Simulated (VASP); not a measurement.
Band structure of BaTiO3 (tetragonal perovskite). Method: vdW-DF2, VASP's PBE PAW potentials (set 64) (plane waves; VASP).

Unless said otherwise, spin-orbit coupling is left out, though it shifts the bands of the heavy elements here.

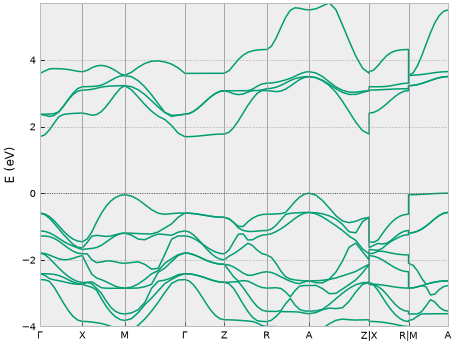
*Bands along high-symmetry lines, zero at the valence-band maximum or, without a gap, the Fermi level*

Task: Read the plot: is there a gap, and where are the band edges?

Result: The gap is indirect, 1.69 eV, from the valence maximum at A to the conduction minimum at Γ. (Edges off the drawn lines would not show.)

The compound is BaTiO3 in the tetragonal perovskite structure. It was relaxed first, which changed the volume by +11 %.
